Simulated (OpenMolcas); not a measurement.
# Exact exchange and the vertical energy of the triplet above the singlet of RuO4

RuO4 has 5 atoms, charge 0, and is taken as a singlet. SMILES: `[O]=[Ru](=[O])(=[O])=[O]`. Geometry: relaxed at PBE0-D4/def2-TZVP.

The vertical energy of the triplet above the singlet y, in eV, basis def2-SVP with a core potential; a is the functional's share of exact exchange. Programs: OpenMolcas 26.06.

| functional | program | a | y (eV) |
| --- | --- | --- | --- |
| r2SCAN | OpenMolcas | 0 | 2.88 |
| TPSS | OpenMolcas | 0 | 2.91 |
| B3LYP | OpenMolcas | 0.2 | 2.62 |
| PBE0 | OpenMolcas | 0.25 | ? |
| BHLYP | OpenMolcas | 0.5 | 1.53 |

Task: Fit y = c + s·a to the known rows and predict PBE0.

Result: 
1. Means of the 4 rows: a = 0.1750, y = 2.485.
2. Σ(Δa)² = 0.1675, Σ(Δa·Δy) = -0.4505, so the slope is -0.4505/0.1675 = -2.6896.
3. Intercept: 2.485 − (-2.6896) × 0.1750 = 2.956. The largest residual of the fit is 0.20.
4. PBE0: 2.956 + (-2.6896) × 0.25 = 2.28 eV.

The run gave 2.50 eV, so the prediction is off by -0.22 eV, about the largest residual. Exact exchange favours the state with more unpaired electrons. Spin-orbit coupling is left out.

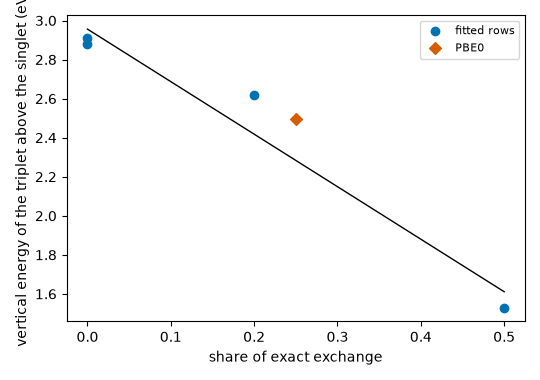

The fitted line, with the withheld row.
